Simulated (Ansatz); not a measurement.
# ClH3OSi + HBr: a complex and its separated parts

The complex below is one end of an elementary step. How strongly is it bound against its free parts?

Method: PBE0-D4/def2-TZVP structures, single points in def2-TZVPP, no counterpoise correction; program: Ansatz 0.2.0, Gaussian basis.

Levels: SPW92, PBE-D4, BLYP-D4, r2SCAN-D4, B97M-V, PBE0-D4, B3LYP-D4, r2SCAN0-D4, BHLYP-D4, CAM-B3LYP-D4, wB97X-V, wB97M-V, B2PLYP, PBE-QIDH, RPA on PBE, Hartree-Fock, MP2, CCSD, CCSD(T).

Cores are frozen in the correlated methods. Filled d shells of the heavier atoms are correlated. B3LYP uses VWN-RPA correlation. B2PLYP carries no dispersion term here.

95 further runs of the same task are left out: 1 that didn't finish, 94 set aside as unsound or not needed.

## (1) Where the work starts

The complex: 8 atoms, charge 0, spin multiplicity 1.

Atoms are counted from 1 here; the program's logs count them from 0.

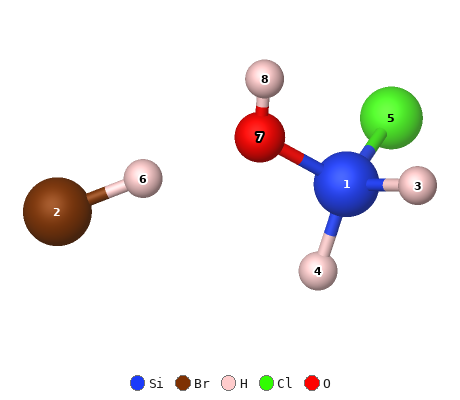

Start geometry, drawn with silicon blue, bromine brown, hydrogen pink, chlorine green, oxygen red; atoms are numbered from 1 in the order of the file.

Geometry (Å):

```xyz
8
charge 0, multiplicity 1
Si   -0.6727    0.1047   -0.9100
Br    2.2037   -1.4833    2.1564
H    -0.5754    1.0053   -2.0787
H    -0.2677   -1.2810   -1.2010
Cl   -2.6280    0.1299   -0.3047
H     1.4075   -0.5730    1.3830
O     0.3199    0.6047    0.3038
H     0.2127    1.4928    0.6513
```

Its parts: ClH3OSi holds atoms 1, 3, 4, 5, 7, 8; HBr holds atoms 2, 6. Each part counts its atoms afresh in its own runs.

## (2) Relaxing ClH3OSi alone

Contents of relax-a/in.yaml:

```yaml
crystal:
  periodic: [false, false, false]
  atoms:
    - {symbol: Si, position_ang: [-0.672715, 0.104729, -0.909965]}
    - {symbol: H, position_ang: [-0.575449, 1.005302, -2.078697]}
    - {symbol: H, position_ang: [-0.267707, -1.281031, -1.201007]}
    - {symbol: Cl, position_ang: [-2.627988, 0.129861, -0.304740]}
    - {symbol: O, position_ang: [0.319916, 0.604651, 0.303790]}
    - {symbol: H, position_ang: [0.212732, 1.492785, 0.651274]}
basis:
  gaussian: {orbitals: def2-TZVP}
hamiltonian: {xc: pbe0, dispersion: d4}
relax: {f_tol: 0.005, max_steps: 200}
```

Command:

```console
> ansatz run in.yaml --threads 4 --pin off --events-out ev --progress --plain --max-ram 9574MiB
```

The program printed, cut to the lines that bear on the results:

```text
Functional definition: PBE0
  name "PBE0"
  cite "Adamo & Barone, J. Chem. Phys. 110, 6158 (1999) doi:10.1063/1.478522"
  cite "Perdew, Burke & Ernzerhof, Phys. Rev. Lett. 77, 3865 (1996) doi:10.1103/PhysRevLett.77.3865"
  parent pbe
[...]
819 factors; their error is unknown
[...]
mean field -22490.69451565 eV, -826.5177787100 hartree, gradient 6.0e-5 eV, S^2 0.000000; 0 other end points of the search recorded, 0 dependent functions left out
[...]
reference -22490.69454223 eV, -826.5177796865 hartree; 21, 21 occupied and 102, 102 virtual orbitals, 819 factors
[...]
reference -22490.69975023 eV, -826.5179710771 hartree; 21, 21 occupied and 102, 102 virtual orbitals, 819 factors
Total energy: -22490.78931320 eV, -826.5212624556 hartree
Atom 0 at    -0.661880     0.110685    -0.899196 Å, force     0.002046    -0.002455    -0.000453 eV/Å
Atom 1 at    -0.582570     0.999810    -2.080819 Å, force    -0.000341     0.000497    -0.000235 eV/Å
Atom 2 at    -0.272619    -1.277984    -1.204346 Å, force    -0.001712    -0.000683     0.000015 eV/Å
Atom 3 at    -2.631337     0.127484    -0.311716 Å, force     0.001940    -0.000461    -0.000148 eV/Å
Atom 4 at     0.322504     0.604072     0.306379 Å, force    -0.004909     0.003645    -0.002254 eV/Å
Atom 5 at     0.214691     1.492229     0.650353 Å, force     0.002975    -0.000542     0.003076 eV/Å
Dipole moment:     0.152719     0.258934    -0.041896 e Å
```

Run time: 6 s. Hardware: 4 threads of Intel Xeon at 2.70GHz, shared host.

Along the way:

```tsv
step	energy from step 1 (eV)	largest force component (eV/Å)
1	0.0000	0.4173
2	-0.0041	0.1855
3	-0.0052	0.0099
4	-0.0052	0.0049
```

Distances of close pairs at the start and the end, largest changes first:

```tsv
bond	before (Å)	after (Å)	change (Å)
Si1–O5	1.646	1.633	-0.013
Si1–Cl4	2.047	2.055	+0.008
Si1–H2	1.479	1.481	+0.002
Si1–H3	1.473	1.474	+0.001
O5–H6	0.960	0.959	-0.001
```

## (3) Relaxing HBr alone

Contents of relax-b/in.yaml:

```yaml
crystal:
  periodic: [false, false, false]
  atoms:
    - {symbol: Br, position_ang: [2.203678, -1.483262, 2.156429]}
    - {symbol: H, position_ang: [1.407533, -0.573034, 1.383017]}
basis:
  gaussian: {orbitals: def2-TZVP}
hamiltonian: {xc: pbe0, dispersion: d4}
relax: {f_tol: 0.005, max_steps: 200}
```

Command:

```console
> ansatz run in.yaml --threads 4 --pin off --events-out ev --progress --plain --max-ram 9574MiB
```

The program printed, cut to the lines that bear on the results:

```text
[... 5 set-up lines as earlier in the session ...]
[...]
457 factors; their error is unknown
[...]
mean field -70054.56995491 eV, -2574.4579611501 hartree, gradient 2.4e-5 eV, S^2 0.000000; 0 other end points of the search recorded, 0 dependent functions left out
[...]
reference -70054.57279943 eV, -2574.4580656842 hartree; 18, 18 occupied and 36, 36 virtual orbitals, 457 factors
Total energy: -70054.57831874 eV, -2574.4582685151 hartree
Atom 0 at     2.199536    -1.478526     2.152405 Å, force     0.000442    -0.000505     0.000429 eV/Å
Atom 1 at     1.411675    -0.577770     1.387041 Å, force    -0.000442     0.000505    -0.000429 eV/Å
Dipole moment:    -0.110003     0.125766    -0.106862 e Å
```

Run time: 1.2 s. Hardware: 4 threads of Intel Xeon at 2.70GHz, shared host.

Along the way:

```tsv
step	energy from step 1 (eV)	largest force component (eV/Å)
1	0.0000	0.2371
2	-0.0027	0.0401
3	-0.0028	0.0005
```

The bond:

```tsv
bond	before (Å)	after (Å)	change (Å)
Br1–H2	1.435	1.421	-0.015
```

## (4) SPW92/def2-TZVPP

Contents of parta/in.yaml:

```yaml
crystal:
  periodic: [false, false, false]
  atoms:
    - {symbol: Si, position_ang: [-0.661880, 0.110685, -0.899196]}
    - {symbol: H, position_ang: [-0.582570, 0.999810, -2.080819]}
    - {symbol: H, position_ang: [-0.272619, -1.277984, -1.204346]}
    - {symbol: Cl, position_ang: [-2.631337, 0.127484, -0.311716]}
    - {symbol: O, position_ang: [0.322504, 0.604072, 0.306379]}
    - {symbol: H, position_ang: [0.214691, 1.492229, 0.650353]}
basis:
  gaussian: {orbitals: def2-TZVPP}
hamiltonian: {xc: lda}
```

Contents of partb/in.yaml:

```yaml
crystal:
  periodic: [false, false, false]
  atoms:
    - {symbol: Br, position_ang: [2.199536, -1.478526, 2.152405]}
    - {symbol: H, position_ang: [1.411675, -0.577770, 1.387041]}
basis:
  gaussian: {orbitals: def2-TZVPP}
hamiltonian: {xc: lda}
```

Each run has its own folder and the same command.

Command:

```console
> ansatz run in.yaml --threads 4 --pin off --events-out ev --progress --plain --max-ram 9574MiB
```

parta printed, cut to the lines that bear on the results:

```text
Functional definition: SPW92
  name "SPW92"
  cite "Dirac, Proc. Camb. Phil. Soc. 26, 376 (1930) doi:10.1017/S0305004100016108"
  cite "Slater, Phys. Rev. 81, 385 (1951) doi:10.1103/PhysRev.81.385"
  cite "Perdew & Wang, Phys. Rev. B 45, 13244 (1992) doi:10.1103/PhysRevB.45.13244"
[...]
910 factors; their error is unknown
[...]
mean field -22413.13882127 eV, -823.6676595107 hartree, gradient 1.2e-5 eV, S^2 0.000000; 0 other end points of the search recorded, 0 dependent functions left out
reference -22413.13885404 eV, -823.6676607150 hartree; 21, 21 occupied and 136, 136 virtual orbitals, 910 factors
Total energy: -22413.13885404 eV, -823.6676607150 hartree
```

Output in partb, cut to the lines that bear on the results:

```text
[... 5 set-up lines as earlier in the session ...]
[...]
435 factors; their error is unknown
[...]
mean field -69965.45702129 eV, -2571.1831212425 hartree, gradient 6.0e-6 eV, S^2 0.000000; 0 other end points of the search recorded, 0 dependent functions left out
reference -69965.45704234 eV, -2571.1831220160 hartree; 18, 18 occupied and 44, 44 virtual orbitals, 435 factors
Total energy: -69965.45704234 eV, -2571.1831220160 hartree
```

They took 0.76 s (parta), 0.2 s (partb) on 4 threads of Intel Xeon at 2.70GHz, shared host.

## (5) PBE-D4/def2-TZVPP

Each input of step 4 (parta, partb) changes in the same lines:

```diff
-hamiltonian: {xc: lda}
+hamiltonian: {xc: pbe, dispersion: d4}
```

One command serves all of them, each in its own folder.

Command:

```console
> ansatz run in.yaml --threads 4 --pin off --events-out ev --progress --plain --max-ram 9574MiB
```

Output in parta, cut to the lines that bear on the results:

```text
Functional definition: PBE
  name "PBE"
[... 2 set-up lines as earlier in the session ...]
[...]
910 factors; their error is unknown
[...]
mean field -22488.88629493 eV, -826.4513278242 hartree, gradient 1.3e-5 eV, S^2 0.000000; 0 other end points of the search recorded, 0 dependent functions left out
reference -22488.88633021 eV, -826.4513291207 hartree; 21, 21 occupied and 136, 136 virtual orbitals, 910 factors
Total energy: -22488.99354502 eV, -826.4552691923 hartree
```

Log of partb, cut to the lines that bear on the results:

```text
[... 4 set-up lines as earlier in the session ...]
[...]
435 factors; their error is unknown
[...]
mean field -70052.13667495 eV, -2574.3685397606 hartree, gradient 1.9e-5 eV, S^2 0.000000; 0 other end points of the search recorded, 0 dependent functions left out
reference -70052.13669760 eV, -2574.3685405933 hartree; 18, 18 occupied and 44, 44 virtual orbitals, 435 factors
Total energy: -70052.14348266 eV, -2574.3687899393 hartree
```

Wall times: 1 s (parta), 0.25 s (partb) on 4 threads of Intel Xeon at 2.70GHz, shared host.

## (6) BLYP-D4/def2-TZVPP

Each input of step 5 (parta, partb) changes in the same lines:

```diff
-hamiltonian: {xc: pbe, dispersion: d4}
+hamiltonian: {xc: {name: BLYP}, dispersion: d4}
```

The same command starts each run, in its folder.

Command:

```console
> ansatz run in.yaml --threads 4 --pin off --events-out ev --progress --plain --max-ram 9574MiB
```

parta printed, cut to the lines that bear on the results:

```text
Functional definition: BLYP
  name "BLYP"
  cite "Becke, Phys. Rev. A 38, 3098 (1988) doi:10.1103/PhysRevA.38.3098"
  cite "Lee, Yang & Parr, Phys. Rev. B 37, 785 (1988) doi:10.1103/PhysRevB.37.785"
[...]
910 factors; their error is unknown
[...]
mean field -22499.82578658 eV, -826.8533467273 hartree, gradient 9.8e-6 eV, S^2 0.000000; 0 other end points of the search recorded, 0 dependent functions left out
reference -22499.82609656 eV, -826.8533581188 hartree; 21, 21 occupied and 136, 136 virtual orbitals, 910 factors
Total energy: -22500.06530513 eV, -826.8621488713 hartree
```

Log of partb, cut to the lines that bear on the results:

```text
[... 4 set-up lines as earlier in the session ...]
[...]
435 factors; their error is unknown
[...]
mean field -70063.39683387 eV, -2574.7823429686 hartree, gradient 8.4e-5 eV, S^2 0.000000; 0 other end points of the search recorded, 0 dependent functions left out
reference -70063.39704224 eV, -2574.7823506262 hartree; 18, 18 occupied and 44, 44 virtual orbitals, 435 factors
Total energy: -70063.41301413 eV, -2574.7829375823 hartree
```

Wall times: 1.1 s (parta), 0.25 s (partb) on 4 threads of Intel Xeon at 2.70GHz, shared host.

## (7) r2SCAN-D4/def2-TZVPP

The same edit goes into each in.yaml of step 6 (parta, partb):

```diff
-hamiltonian: {xc: {name: BLYP}, dispersion: d4}
+hamiltonian: {xc: r2scan, dispersion: d4}
```

The same command starts each run, in its folder.

Command:

```console
> ansatz run in.yaml --threads 4 --pin off --events-out ev --progress --plain --max-ram 9574MiB
```

Log of parta, cut to the lines that bear on the results:

```text
Functional definition: r2SCAN
  name "r2SCAN"
  cite "Furness, Kaplan, Ning, Perdew & Sun, J. Phys. Chem. Lett. 11, 8208 (2020) doi:10.1021/acs.jpclett.0c02405"
  cite "Furness, Kaplan, Ning, Perdew & Sun, J. Phys. Chem. Lett. 11, 9248 (2020) doi:10.1021/acs.jpclett.0c03077"
  parent r2scan
[...]
910 factors; their error is unknown
[...]
mean field -22497.89809664 eV, -826.7825054283 hartree, gradient 7.0e-5 eV, S^2 0.000000; 0 other end points of the search recorded, 0 dependent functions left out
reference -22497.89810639 eV, -826.7825057869 hartree; 21, 21 occupied and 136, 136 virtual orbitals, 910 factors
Total energy: -22497.92201694 eV, -826.7833844833 hartree
```

partb printed, cut to the lines that bear on the results:

```text
[... 5 set-up lines as earlier in the session ...]
[...]
435 factors; their error is unknown
[...]
mean field -70062.28305445 eV, -2574.7414123299 hartree, gradient 2.3e-5 eV, S^2 0.000000; 0 other end points of the search recorded, 0 dependent functions left out
reference -70062.28306056 eV, -2574.7414125543 hartree; 18, 18 occupied and 44, 44 virtual orbitals, 435 factors
Total energy: -70062.28451965 eV, -2574.7414661749 hartree
```

Wall times: 1.7 s (parta), 0.55 s (partb) on 4 threads of Intel Xeon at 2.70GHz, shared host.

## (8) B97M-V/def2-TZVPP

Each input of step 7 (parta, partb) changes in the same lines:

```diff
-hamiltonian: {xc: r2scan, dispersion: d4}
+hamiltonian: {xc: {name: B97M-V}}
```

Each run has its own folder and the same command.

Command:

```console
> ansatz run in.yaml --threads 4 --pin off --events-out ev --progress --plain --max-ram 9574MiB
```

parta printed, cut to the lines that bear on the results:

```text
Functional definition: B97M-V
  name "B97M-V"
  cite "Mardirossian & Head-Gordon, J. Chem. Phys. 142, 074111 (2015) doi:10.1063/1.4907719"
  cite "Becke, J. Chem. Phys. 107, 8554 (1997) doi:10.1063/1.475007"
  cite "Vydrov & Van Voorhis, J. Chem. Phys. 133, 244103 (2010) doi:10.1063/1.3521275"
  # Of w^i u^j: cxij and so on, Table III.
[...]
  gx(w, u) = cx00 + cx01*u + cx02*u^2 + (cx10 + cx11*u)*w
[...]
  gos(w, u) = cos00 + cos01*u + cos03*u^3 + cos10*w + cos32*w^3*u^2
[...]
      + integral(e_c_pw_mod_opposite_spin*gos(b97_w_opposite, b97_u_opposite)) + vv10(b, c)
910 factors; their error is unknown
[...]
mean field -22494.53568931 eV, -826.6589392382 hartree, gradient 1.4e-5 eV, S^2 0.000000; 0 other end points of the search recorded, 0 dependent functions left out
reference -22494.53573940 eV, -826.6589410790 hartree; 21, 21 occupied and 136, 136 virtual orbitals, 910 factors
Total energy: -22494.53573940 eV, -826.6589410790 hartree
```

Output in partb, cut to the lines that bear on the results:

```text
[... 5 set-up lines as earlier in the session ...]
  # Of w^i u^j: cxij and so on, Table III.
[...]
  gx(w, u) = cx00 + cx01*u + cx02*u^2 + (cx10 + cx11*u)*w
[...]
  gos(w, u) = cos00 + cos01*u + cos03*u^3 + cos10*w + cos32*w^3*u^2
[...]
      + integral(e_c_pw_mod_opposite_spin*gos(b97_w_opposite, b97_u_opposite)) + vv10(b, c)
435 factors; their error is unknown
[...]
mean field -70050.13093120 eV, -2574.2948300376 hartree, gradient 1.6e-5 eV, S^2 0.000000; 0 other end points of the search recorded, 0 dependent functions left out
reference -70050.13096305 eV, -2574.2948312080 hartree; 18, 18 occupied and 44, 44 virtual orbitals, 435 factors
Total energy: -70050.13096305 eV, -2574.2948312080 hartree
```

They took 2.5 s (parta), 0.75 s (partb) on 4 threads of Intel Xeon at 2.70GHz, shared host.

## (9) PBE0-D4/def2-TZVPP

Each input of step 8 (parta, partb) changes in the same lines:

```diff
-hamiltonian: {xc: {name: B97M-V}}
+hamiltonian: {xc: pbe0, dispersion: d4}
+output: {orbitals: {seedname: orbitals}}
```

One command serves all of them, each in its own folder.

Command:

```console
> ansatz run in.yaml --threads 4 --pin off --events-out ev --progress --plain --max-ram 9574MiB
```

parta printed, cut to the lines that bear on the results:

```text
[... 5 set-up lines as earlier in the session ...]
[...]
944 factors; their error is unknown
[...]
mean field -22490.75500642 eV, -826.5200017047 hartree, gradient 7.1e-5 eV, S^2 0.000000; 0 other end points of the search recorded, 0 dependent functions left out
reference -22490.75503289 eV, -826.5200026776 hartree; 21, 21 occupied and 136, 136 virtual orbitals, 944 factors
Total energy: -22490.84459587 eV, -826.5232940561 hartree
```

Log of partb, cut to the lines that bear on the results:

```text
[... 5 set-up lines as earlier in the session ...]
[...]
472 factors; their error is unknown
[...]
mean field -70054.59430850 eV, -2574.4588561279 hartree, gradient 7.2e-6 eV, S^2 0.000000; 0 other end points of the search recorded, 0 dependent functions left out
reference -70054.59432576 eV, -2574.4588567621 hartree; 18, 18 occupied and 44, 44 virtual orbitals, 472 factors
Total energy: -70054.59984507 eV, -2574.4590595930 hartree
```

Wall times: 1.7 s (parta), 0.35 s (partb) on 4 threads of Intel Xeon at 2.70GHz, shared host.

## (10) B3LYP-D4/def2-TZVPP

The same edit goes into each in.yaml of step 9 (parta, partb):

```diff
-hamiltonian: {xc: pbe0, dispersion: d4}
-output: {orbitals: {seedname: orbitals}}
+hamiltonian: {xc: {name: B3LYP}, dispersion: d4}
```

One command serves all of them, each in its own folder.

Command:

```console
> ansatz run in.yaml --threads 4 --pin off --events-out ev --progress --plain --max-ram 9574MiB
```

Log of parta, cut to the lines that bear on the results:

```text
Functional definition: B3LYP
  name "B3LYP"
  cite "Stephens, Devlin, Chabalowski & Frisch, J. Phys. Chem. 98, 11623 (1994) doi:10.1021/j100096a001"
[... 2 set-up lines as earlier in the session ...]
  cite "Vosko, Wilk & Nusair, Can. J. Phys. 58, 1200 (1980) doi:10.1139/p80-159"
[...]
932 factors; their error is unknown
[...]
mean field -22501.50484094 eV, -826.9150508368 hartree, gradient 7.0e-5 eV, S^2 0.000000; 0 other end points of the search recorded, 0 dependent functions left out
reference -22501.50507316 eV, -826.9150593707 hartree; 21, 21 occupied and 136, 136 virtual orbitals, 932 factors
Total energy: -22501.68059399 eV, -826.9215096421 hartree
```

partb printed, cut to the lines that bear on the results:

```text
[... 6 set-up lines as earlier in the session ...]
[...]
472 factors; their error is unknown
[...]
mean field -70063.59659482 eV, -2574.7896840483 hartree, gradient 6.2e-6 eV, S^2 0.000000; 0 other end points of the search recorded, 0 dependent functions left out
reference -70063.59675201 eV, -2574.7896898248 hartree; 18, 18 occupied and 44, 44 virtual orbitals, 472 factors
Total energy: -70063.60788541 eV, -2574.7900989697 hartree
```

Times: 1.3 s (parta), 0.4 s (partb) on 4 threads of Intel Xeon at 2.70GHz, shared host.

## (11) r2SCAN0-D4/def2-TZVPP

The same edit goes into each in.yaml of step 10 (parta, partb):

```diff
-hamiltonian: {xc: {name: B3LYP}, dispersion: d4}
+hamiltonian: {xc: {name: r2SCAN0}, dispersion: d4}
```

Each run has its own folder and the same command.

Command:

```console
> ansatz run in.yaml --threads 4 --pin off --events-out ev --progress --plain --max-ram 9574MiB
```

Output in parta, cut to the lines that bear on the results:

```text
Functional definition: r2SCAN0
  name "r2SCAN0"
  cite "Bursch, Neugebauer, Ehlert & Grimme, J. Chem. Phys. 156, 134105 (2022) doi:10.1063/5.0086040"
[... 3 set-up lines as earlier in the session ...]
[...]
944 factors; their error is unknown
[...]
mean field -22497.42741645 eV, -826.7652082504 hartree, gradient 7.2e-5 eV, S^2 0.000000; 0 other end points of the search recorded, 0 dependent functions left out
reference -22497.42742419 eV, -826.7652085350 hartree; 21, 21 occupied and 136, 136 virtual orbitals, 944 factors
Total energy: -22497.45602597 eV, -826.7662596308 hartree
```

Log of partb, cut to the lines that bear on the results:

```text
[... 6 set-up lines as earlier in the session ...]
[...]
472 factors; their error is unknown
[...]
mean field -70062.25259578 eV, -2574.7402929945 hartree, gradient 7.3e-6 eV, S^2 0.000000; 0 other end points of the search recorded, 0 dependent functions left out
reference -70062.25260067 eV, -2574.7402931741 hartree; 18, 18 occupied and 44, 44 virtual orbitals, 472 factors
Total energy: -70062.25431552 eV, -2574.7403561936 hartree
```

Wall times: 1.9 s (parta), 0.76 s (partb) on 4 threads of Intel Xeon at 2.70GHz, shared host.

## (12) BHLYP-D4/def2-TZVPP

Each input of step 11 (parta, partb) changes in the same lines:

```diff
-hamiltonian: {xc: {name: r2SCAN0}, dispersion: d4}
+hamiltonian: {xc: {name: BHLYP}, dispersion: d4}
```

One command serves all of them, each in its own folder.

Command:

```console
> ansatz run in.yaml --threads 4 --pin off --events-out ev --progress --plain --max-ram 9574MiB
```

parta printed, cut to the lines that bear on the results:

```text
Functional definition: BHLYP
  name "BHLYP"
  cite "Becke, J. Chem. Phys. 98, 1372 (1993) doi:10.1063/1.464304"
[... 2 set-up lines as earlier in the session ...]
[...]
1008 factors; their error is unknown
[...]
mean field -22499.52625024 eV, -826.8423389697 hartree, gradient 1.9e-5 eV, S^2 0.000000; 0 other end points of the search recorded, 0 dependent functions left out
reference -22499.52640813 eV, -826.8423447722 hartree; 21, 21 occupied and 136, 136 virtual orbitals, 1008 factors
Total energy: -22499.66464039 eV, -826.8474247140 hartree
```

Log of partb, cut to the lines that bear on the results:

```text
[... 5 set-up lines as earlier in the session ...]
[...]
514 factors; their error is unknown
[...]
mean field -70062.48031915 eV, -2574.7486616741 hartree, gradient 8.3e-6 eV, S^2 0.000000; 0 other end points of the search recorded, 0 dependent functions left out
reference -70062.48042701 eV, -2574.7486656375 hartree; 18, 18 occupied and 44, 44 virtual orbitals, 514 factors
Total energy: -70062.48828651 eV, -2574.7489544690 hartree
```

Wall times: 1.3 s (parta), 0.41 s (partb) on 4 threads of Intel Xeon at 2.70GHz, shared host.

[end of part 1 of 2]
